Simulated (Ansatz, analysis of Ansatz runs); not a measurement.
# Lu2MgS4 (Fd-3m): a line between two S sites for an added hole, part 2 of 3

Question: does an added hole stay on the S atom where it is started in Lu2MgS4 (Fd-3m), and if so, how high is the barrier for a hop to another S site nearby? Model: a cell of 56 host atoms.

Ansatz 0.2.0; plane-wave PAW DFT, PBEsol+U; relaxation of all atoms of a supercell at fixed charge in a uniform background; PAW set soft_1.

So far. Step 2 (The cell without the carrier): The largest displacement from an ideal site is 0.025 Å.

### 3. The hole on the first site

The nearest neighbour or neighbours of the site start displaced and the site's starting moment is changed by the carrier's spin, since a carrier doesn't trap itself in the undistorted lattice.

Input file A.relax/input.yaml:

```yaml
crystal:
  lattice:
    - [10.87094853, 0.0, 0.0]
    - [0.0, 10.87094853, 0.0]
    - [0.0, 0.0, 10.87094853]
  atoms:
    - { symbol: Mg, position: [-3.5e-05, 0.000188, 0.000232] }
    - { symbol: Mg, position: [-0.000211, 0.500137, 0.499959] }
    - { symbol: Mg, position: [0.499908, -9.2e-05, 0.499685] }
    - { symbol: Mg, position: [0.500202, 0.499572, -0.000262] }
    - { symbol: Mg, position: [0.236473, 0.236846, 0.23648] }
    - { symbol: Mg, position: [0.249985, 0.749694, 0.749651] }
    - { symbol: Mg, position: [0.750075, 0.249988, 0.750236] }
    - { symbol: Mg, position: [0.749982, 0.749992, 0.249916] }
    - { symbol: Lu, position: [0.125058, 0.124874, 0.624917] }
    - { symbol: Lu, position: [0.125069, 0.624821, 0.12485] }
    - { symbol: Lu, position: [0.624857, 0.124854, 0.125068] }
    - { symbol: Lu, position: [0.624965, 0.624976, 0.624952] }
    - { symbol: Lu, position: [0.374406, 0.374343, 0.647795] }
    - { symbol: Lu, position: [0.374791, 0.874847, 0.124751] }
    - { symbol: Lu, position: [0.874919, 0.374919, 0.125158] }
    - { symbol: Lu, position: [0.874965, 0.874967, 0.625245] }
    - { symbol: Lu, position: [0.374859, 0.124939, 0.874929] }
    - { symbol: Lu, position: [0.3745, 0.647885, 0.374118] }
    - { symbol: Lu, position: [0.874925, 0.124874, 0.375172] }
    - { symbol: Lu, position: [0.874922, 0.625079, 0.875148] }
    - { symbol: Lu, position: [0.124815, 0.374973, 0.874665] }
    - { symbol: Lu, position: [0.12491, 0.874863, 0.374955] }
    - { symbol: Lu, position: [0.64789, 0.374339, 0.374514] }
    - { symbol: Lu, position: [0.624816, 0.874974, 0.874951] }
    - { symbol: S, position: [0.379585, 0.120116, 0.120152] }
    - { symbol: S, position: [0.379714, 0.620156, 0.619954] }
    - { symbol: S, position: [0.879757, 0.120179, 0.620431] }
    - { symbol: S, position: [0.879778, 0.620186, 0.120369] }
    - { symbol: S, position: [0.370099, 0.370202, 0.870056] }
    - { symbol: S, position: [0.370235, 0.870117, 0.370061] }
    - { symbol: S, position: [0.870148, 0.370133, 0.370359] }
    - { symbol: S, position: [0.870079, 0.870281, 0.870497] }
    - { symbol: S, position: [0.370263, 0.12967, 0.629652] }
    - { symbol: S, position: [0.37022, 0.629572, 0.129414] }
    - { symbol: S, position: [0.870142, 0.129668, 0.129919] }
    - { symbol: S, position: [0.870261, 0.629688, 0.629861] }
    - { symbol: S, position: [0.120197, 0.120111, 0.379689] }
    - { symbol: S, position: [0.120183, 0.620174, 0.879597] }
    - { symbol: S, position: [0.620128, 0.120245, 0.879801] }
    - { symbol: S, position: [0.620283, 0.62015, 0.379675] }
    - { symbol: S, position: [0.379647, 0.379614, 0.37956], spin: 1.0 }
    - { symbol: S, position: [0.379583, 0.879673, 0.879556] }
    - { symbol: S, position: [0.879576, 0.379779, 0.879847] }
    - { symbol: S, position: [0.879688, 0.879583, 0.379963] }
    - { symbol: S, position: [0.129697, 0.370156, 0.629504] }
    - { symbol: S, position: [0.12954, 0.870075, 0.12969] }
    - { symbol: S, position: [0.629682, 0.370106, 0.12979] }
    - { symbol: S, position: [0.629637, 0.87023, 0.629777] }
    - { symbol: S, position: [0.129589, 0.129715, 0.870243] }
    - { symbol: S, position: [0.129769, 0.629553, 0.37012] }
    - { symbol: S, position: [0.629666, 0.129615, 0.370282] }
    - { symbol: S, position: [0.629711, 0.629681, 0.870257] }
    - { symbol: S, position: [0.120223, 0.379582, 0.120032] }
    - { symbol: S, position: [0.120211, 0.879649, 0.620214] }
    - { symbol: S, position: [0.620203, 0.379713, 0.620325] }
    - { symbol: S, position: [0.620081, 0.879574, 0.120283] }
total_charge: 1
basis:
  ecutwfc: 420
  xc_grid: 2
hamiltonian:
  xc: pbesol
  hubbard:
    sites: [{ species: S, l: p, u_eff: 6.0 }]
    projectors: ortho-atomic
  pseudopotentials: { kind: paw, azcp: { folder: soft_1 }, xc_functional: pbe }
kpoints:
  mp_grid: { grid: [1, 1, 1] }
magnetization:
  spin_polarized: true
  initial_magnetization: 1
  spin_locking: { lock_magnetization: hard }
scf:
  occupations: { method: fermi_dirac, width: 0.01 }
  max_iter: 120
  lower_state_search: "off"
output:
  forces: true
relax:
  f_tol: 0.015
  max_steps: 70
  escape_saddle: false
checkpoint:
  write: "../A.relax.run"
  compress: false
  write_wavefunctions: true
  write_every: 100000
```

Started as:

```console
$ ansatz run input.yaml --threads 4 --pin off --max-ram 17899MiB --backend cpu --events-out ev --progress --plain --runs-dir out
```

Numbers of over 12 decimals in the logs are rounded to 6 here.

Log:

```text
[...]
Crystal: 56 atoms, lattice volume = 1284.702 Å³
Basis set: ecut = 420 eV, 25173 PW (Γ), exchange–correlation on 150×150×150 points (8 copies of the dense FFT grid, shifted against one another)
Bands: 404, of which v1, the nominal top of the filled ones, is band 336 counted from 1 (335 counted from 0)
Symmetry: 1 space group operations
[...]
k-points: 1
[...]
Starting moments: Σ|m| = 1 μB on 1 of 56 sites
[...]
SCF iter   1: F=—  HF=-277439.554501 eV  |F-HF|=—  |Δ(HF+E_count)|=         —  Δρ=2.72e-2 (↑2.72e-2 ↓2.72e-2)  dr2=7.15e1  dr2_m=1.88e-2  M=1.000 μB ∫|m|=1.197 μB  β_m=0.30  ethr=3.10e-3  ⟨swp⟩=9.0  Hψ=4421  notcnv=0  defer=3
[...]
spin=Collinear: Kerker preconditioning applied to the charge; magnetization (m = ρ↑ − ρ↓) channel mixes plain (no charge-response kernel on spin).
SCF iter   2: F=—  HF=-277437.689137 eV  |F-HF|=—  |Δ(HF+E_count)|=    1.87e0  Δρ=1.94e-2 (↑1.91e-2 ↓1.94e-2)  dr2=4.08e1  dr2_m=4.00e-2  M=1.000 μB ∫|m|=1.208 μB  β_m=0.63  ethr=3.10e-3  ⟨swp⟩=4.0  Hψ=1398  notcnv=0  defer=118
[...]
SCF iter  13: F=-277437.999993 eV  HF=-277437.999995 eV  |F-HF|=2.18e-6  |Δ(HF+E_count)|=   3.42e-6  Δρ=4.81e-6 (↑3.96e-6 ↓4.81e-6)  dr2=1.09e-6  dr2_m=2.32e-8  M=1.000 μB ∫|m|=1.101 μB  ethr=7.42e-10  ⟨swp⟩=7.0  Hψ=3557  notcnv=0
SCF 1 converged in 13 iterations: F = -277437.999993 eV  dr2 = 1.09e-6
[...]
relax step   1: F+E_penalty+E_count = -277437.99999289 eV  Δ(F+E_penalty+E_count) = +0.000e0 eV  max|allowed force component| = 2.146e0 eV/Å  Δτ_max = 0.0000 Å  (13 SCF iters, dr2 threshold 5.63e-6 eV, accepted)
[...]
relax step   2: F+E_penalty+E_count = -277438.43855631 eV  Δ(F+E_penalty+E_count) = -4.386e-1 eV  max|allowed force component| = 7.709e-1 eV/Å  Δτ_max = 0.1948 Å  (10 SCF iters, dr2 threshold 1.00e-4 eV, accepted)
relax step   3: F+E_penalty+E_count = -277438.59645677 eV  Δ(F+E_penalty+E_count) = -1.579e-1 eV  max|allowed force component| = 3.482e-1 eV/Å  Δτ_max = 0.0865 Å  (10 SCF iters, dr2 threshold 3.71e-5 eV, accepted)
relax step   4: F+E_penalty+E_count = -277438.66024542 eV  Δ(F+E_penalty+E_count) = -6.379e-2 eV  max|allowed force component| = 1.217e-1 eV/Å  Δτ_max = 0.0556 Å  (12 SCF iters, dr2 threshold 1.57e-5 eV, accepted)
relax step   5: F+E_penalty+E_count = -277438.66624855 eV  Δ(F+E_penalty+E_count) = -6.003e-3 eV  max|allowed force component| = 6.013e-2 eV/Å  Δτ_max = 0.0170 Å  (14 SCF iters, dr2 threshold 1.81e-6 eV, accepted)
relax step   6: F+E_penalty+E_count = -277438.66948293 eV  Δ(F+E_penalty+E_count) = -3.234e-3 eV  max|allowed force component| = 4.789e-2 eV/Å  Δτ_max = 0.0181 Å  (15 SCF iters, dr2 threshold 4.42e-7 eV, accepted)
relax step   7: F+E_penalty+E_count = -277438.67021394 eV  Δ(F+E_penalty+E_count) = -7.310e-4 eV  max|allowed force component| = 2.501e-2 eV/Å  Δτ_max = 0.0105 Å  (14 SCF iters, dr2 threshold 5.60e-7 eV, accepted)
SCF iter   1: F=—  HF=-277438.672883 eV  |F-HF|=—  |Δ(HF+E_count)|=         —  Δρ=1.78e-4 (↑1.76e-4 ↓1.78e-4)  dr2=1.14e-3  dr2_m=2.01e-6  M=1.000 μB ∫|m|=1.105 μB  β_m=0.30  ethr=1.66e-6  ⟨swp⟩=6.5  Hψ=2053  notcnv=0  defer=124
[...]
SCF iter  15: F=-277438.670473 eV  HF=-277438.670473 eV  |F-HF|=5.36e-9  |Δ(HF+E_count)|=   6.39e-8  Δρ=3.53e-7 (↑2.58e-7 ↓3.53e-7)  dr2=3.71e-9  dr2_m=2.14e-10  M=1.000 μB ∫|m|=1.105 μB  ethr=1.22e-12  ⟨swp⟩=2.5  Hψ=4253  notcnv=0
SCF 8 converged in 15 iterations: F = -277438.670473 eV  dr2 = 3.71e-9
relax step   8: F+E_penalty+E_count = -277438.67047259 eV  Δ(F+E_penalty+E_count) = -2.586e-4 eV  max|allowed force component| = 6.523e-3 eV/Å  Δτ_max = 0.0078 Å  (15 SCF iters, accepted)
NSCF: frozen V_eff on 1 k-points
[...]
SCF converged after 15 iterations
Stability checked in part: among states of this total moment the steps that led to this state did not find it unstable. No probe was made; neither looks for a lower state of another moment (fixed_total_moment; see scf.lower_state_search)
Magnetization: 1.0000 μB (336.0000 up, 335.0000 down)
Absolute magnetization: 1.1046 μB (∫|ρ↑−ρ↓|, with the PAW one-centre terms)
[...]
Per-site moments (μB) at R_I (Å): [(5.587153095419651e-6, 1.001481), (8.08236817516252e-5, 1.003411), (1.1093420581679352e-5, 1.003969), [... 53 left out ...]
Free energy (F): -277438.670473 eV
[...]
Internal energy: -277438.670473 eV  (E = F + TS)
E sigma→0 (E₀):  -277438.670473 eV
Fermi energy:    6.877701 (↑ 7.134238, ↓ 6.875632) eV
[...]
--- Forces (eV/Å), atoms counted from 1 ---
  atom   1  Mg     0.00398833     0.00348695     0.00338053
  atom   2  Mg     0.00205549    -0.00195786    -0.00229007
  [... 9 atoms left out ...]
  atom  12  Lu     0.00070119     0.00120094     0.00608459
  atom  13  Lu    -0.00437140    -0.00138249    -0.00350394
  [... 4 atoms left out ...]
  atom  18  Lu     0.00016543     0.00566154    -0.00429832
  [... 4 atoms left out ...]
  atom  23  Lu    -0.00021713     0.00491379    -0.00037202
  [... 2 atoms left out ...]
  atom  26  S      0.00027100     0.00092450     0.00102945
  [... 13 atoms left out ...]
  atom  40  S      0.00176176    -0.00001514    -0.00134148
  atom  41  S      0.00189689     0.00065600     0.00359807
  [... 3 atoms left out ...]
  atom  45  S     -0.00057456    -0.00010635     0.00123654
  [... 4 atoms left out ...]
  atom  50  S     -0.00100633    -0.00218812     0.00119393
  [... 4 atoms left out ...]
  atom  55  S      0.00259406    -0.00158278     0.00102180
  [... 1 atom left out ...]
  max |Σ_I F_I| component: 2.04e-5 eV/Å
--- Band table (eV) ---
[...]
Occupation matrices written to <dir>
--- Relaxed structure (8 steps of the walk, 8 accepted, 0 SCFs on fresh bases) ---
  F+E_penalty+E_count = -277438.67047259 eV   max|allowed force component| = 6.523e-3 eV/Å
  atoms:
    - { symbol: Mg, position: [-0.000963, -0.000732, -0.000705] }
    - { symbol: Mg, position: [0.004402, 0.502861, 0.502899] }
    [... 9 atoms left out ...]
    - { symbol: Lu, position: [0.625338, 0.628052, 0.627893] }
    - { symbol: Lu, position: [0.379914, 0.374932, 0.637528] }
    [... 4 atoms left out ...]
    - { symbol: Lu, position: [0.379578, 0.637137, 0.375036] }
    [... 4 atoms left out ...]
    - { symbol: Lu, position: [0.648699, 0.380337, 0.380616] }
    [... 2 atoms left out ...]
    - { symbol: S, position: [0.380297, 0.618096, 0.618205] }
    [... 13 atoms left out ...]
    - { symbol: S, position: [0.621164, 0.619962, 0.381196] }
    - { symbol: S, position: [0.358113, 0.375609, 0.375601] }
    [... 3 atoms left out ...]
    - { symbol: S, position: [0.135956, 0.370318, 0.626496] }
    [... 4 atoms left out ...]
    - { symbol: S, position: [0.135659, 0.626626, 0.370263] }
    [... 4 atoms left out ...]
    - { symbol: S, position: [0.621370, 0.381253, 0.620180] }
    [... 1 atom left out ...]
```

Run time: 9.1 min. Hardware: 4 threads of Arm Neoverse V2, shared host; peak memory 2.9 GiB.

The steps of the relaxation:

| step | energy less that of the first step (eV) | largest force component (eV/Å) |
| --- | --- | --- |
| 1 | 0.0000 | 2.1456 |
| 2 | -0.4386 | 0.7709 |
| 3 | -0.5965 | 0.3482 |
| 4 | -0.6603 | 0.1217 |
| 5 | -0.6663 | 0.0601 |
| 6 | -0.6695 | 0.0479 |
| 7 | -0.6702 | 0.0250 |
| 8 | -0.6705 | 0.0065 |

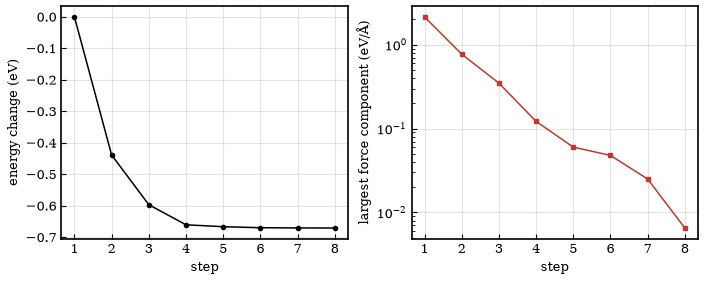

Energy and largest force along the relaxation.

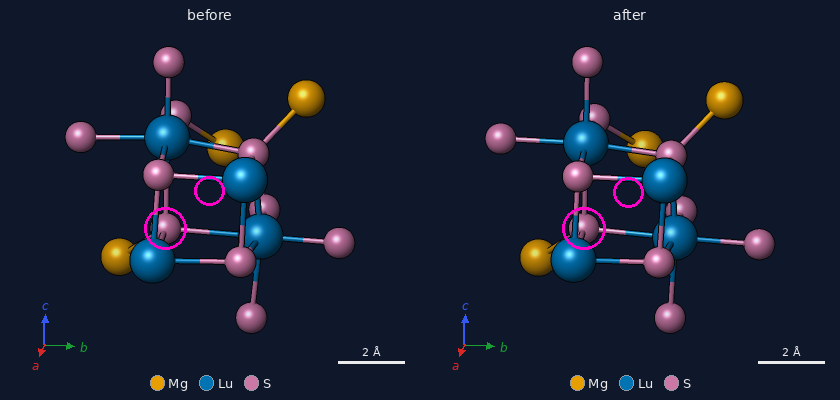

Before and after: the atoms that start within 5 Å of the centre. S41, which moves most, is ringed if it is among them. A ring with no atom in it marks the empty centre.

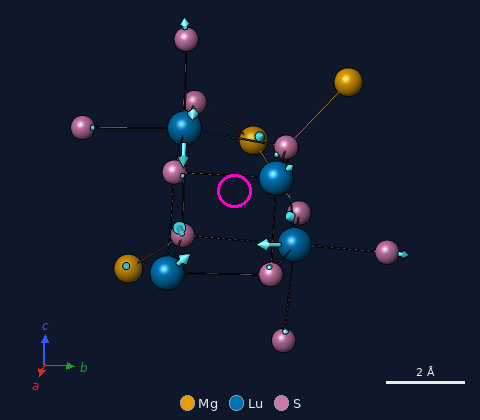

Displacements in the relaxation near the centre, exaggerated; the longest in the cell stands for 0.24 Å. A ring marks the centre wherever it is empty.

The atoms that moved most (Å):

| atom | dx | dy | dz | length |
| --- | --- | --- | --- | --- |
| S41 | -0.234 | -0.044 | -0.043 | 0.242 |
| S31 | 0.130 | -0.018 | -0.020 | 0.132 |
| Lu18 | 0.055 | -0.117 | 0.010 | 0.130 |
| Lu13 | 0.060 | 0.006 | -0.112 | 0.127 |
| S47 | -0.029 | 0.029 | 0.093 | 0.101 |
| S51 | -0.027 | 0.092 | 0.028 | 0.100 |
| Lu23 | 0.009 | 0.065 | 0.066 | 0.093 |
| S45 | 0.068 | 0.002 | -0.033 | 0.076 |

The moves above count from the input, in which the site's nearest neighbours were already displaced; the distances below compare with the cell without the carrier.

Distances from S41 without and with the hole:

| atom | without (Å) | with (Å) |
| --- | --- | --- |
| Mg5 | 2.44 | 2.54 |
| Lu13 | 2.67 | 2.86 |
| Lu23 | 2.67 | 3.16 |
| Lu18 | 2.67 | 2.85 |

The largest changes of the moments are 0.61 μB on S41, 0.01 μB on S45 and 0.01 μB on S50. The largest part sits on the chosen site.

### 4. The hole on the second site

The same start is made on the second site, to get the end of the hop.

Input file B.relax/input.yaml:

```yaml
crystal:
  lattice:
    - [10.87094853, 0.0, 0.0]
    - [0.0, 10.87094853, 0.0]
    - [0.0, 0.0, 10.87094853]
  atoms:
    - { symbol: Mg, position: [-3.5e-05, 0.000188, 0.000232] }
    - { symbol: Mg, position: [-0.000211, 0.500137, 0.499959] }
[... 10 atom lines left out ...]
    - { symbol: Lu, position: [0.374406, 0.35199, 0.62535] }
[... 4 atom lines left out ...]
    - { symbol: Lu, position: [0.3745, 0.62544, 0.351765] }
[... 7 atom lines left out ...]
    - { symbol: S, position: [0.379714, 0.620156, 0.619954], spin: 1.0 }
[... 13 atom lines left out ...]
    - { symbol: S, position: [0.620283, 0.62015, 0.379675] }
    - { symbol: S, position: [0.379647, 0.379614, 0.37956] }
[... 13 atom lines left out ...]
    - { symbol: S, position: [0.620203, 0.379713, 0.620325] }
    - { symbol: S, position: [0.620081, 0.879574, 0.120283] }
total_charge: 1
basis:
  ecutwfc: 420
  xc_grid: 2
hamiltonian:
  xc: pbesol
  hubbard:
    sites: [{ species: S, l: p, u_eff: 6.0 }]
    projectors: ortho-atomic
  pseudopotentials: { kind: paw, azcp: { folder: soft_1 }, xc_functional: pbe }
kpoints:
  mp_grid: { grid: [1, 1, 1] }
magnetization:
  spin_polarized: true
  initial_magnetization: 1
  spin_locking: { lock_magnetization: hard }
scf:
  occupations: { method: fermi_dirac, width: 0.01 }
  max_iter: 120
  lower_state_search: "off"
output:
  forces: true
relax:
  f_tol: 0.015
  max_steps: 70
  escape_saddle: false
checkpoint:
  write: "../B.relax.run"
  compress: false
  write_wavefunctions: true
  write_every: 100000
```

Log:

```text
[...]
Crystal: 56 atoms, lattice volume = 1284.702 Å³
Basis set: ecut = 420 eV, 25173 PW (Γ), exchange–correlation on 150×150×150 points (8 copies of the dense FFT grid, shifted against one another)
Bands: 404, of which v1, the nominal top of the filled ones, is band 336 counted from 1 (335 counted from 0)
Symmetry: 1 space group operations
[...]
k-points: 1
[...]
Starting moments: Σ|m| = 1 μB on 1 of 56 sites
[...]
SCF iter   1: F=—  HF=-277439.557642 eV  |F-HF|=—  |Δ(HF+E_count)|=         —  Δρ=2.72e-2 (↑2.72e-2 ↓2.72e-2)  dr2=7.15e1  dr2_m=1.87e-2  M=1.000 μB ∫|m|=1.197 μB  β_m=0.30  ethr=3.10e-3  ⟨swp⟩=9.0  Hψ=4421  notcnv=0  defer=3
[...]
F+E_penalty+E_count = -277438.67046070 eV   max|allowed force component| = 7.032e-3 eV/Å
  atoms:
    - { symbol: Mg, position: [-0.000723, 0.000801, 0.000616] }
    - { symbol: Mg, position: [0.002603, 0.498402, 0.498320] }
[...]
- { symbol: Lu, position: [0.637111, 0.620279, 0.624867] }
    - { symbol: Lu, position: [0.380338, 0.351090, 0.619262] }
[...]
- { symbol: Lu, position: [0.374935, 0.619897, 0.362359] }
[...]
- { symbol: Lu, position: [0.628092, 0.374525, 0.372023] }
[...]
- { symbol: S, position: [0.375615, 0.641738, 0.624314] }
    [... 13 atoms left out ...]
    - { symbol: S, position: [0.618099, 0.619558, 0.381695] }
    - { symbol: S, position: [0.381281, 0.378459, 0.379716] }
    [... 3 atoms left out ...]
    - { symbol: S, position: [0.138103, 0.372676, 0.627045] }
    [... 4 atoms left out ...]
    - { symbol: S, position: [0.131714, 0.628566, 0.369805] }
    [... 4 atoms left out ...]
    - { symbol: S, position: [0.619959, 0.378685, 0.618711] }
    [... 1 atom left out ...]
[key lines of the parts left out:]
SCF converged after 4 iterations
Magnetization: 1.0000 μB (336.0000 up, 335.0000 down)
Free energy (F): -277438.670461 eV
Fermi energy:    6.878157 (↑ 7.134269, ↓ 6.876088) eV
```

Run time: 9.6 min. Hardware: 4 threads; peak memory 2.9 GiB.

Distances from S26 without and with the hole:

| atom | without (Å) | with (Å) |
| --- | --- | --- |
| Mg6 | 2.44 | 2.54 |
| Lu12 | 2.67 | 2.85 |
| Lu13 | 2.67 | 3.16 |
| Lu18 | 2.67 | 2.86 |

The largest changes of the moments are 0.61 μB on S26, 0.01 μB on S30 and 0.01 μB on S48. The largest part sits on the chosen site.

(Part 2 of 3 ends here.)

[Logs are printed without paths, hosts, clocks, repeated set-up lines and the standing remarks that a program may print on its own settings, such as how far it seeks lower states.]

[Hosts, paths, dates, database ids (printed as entryN), source tags and the programs' standing remarks are cut or masked in the printed files.]
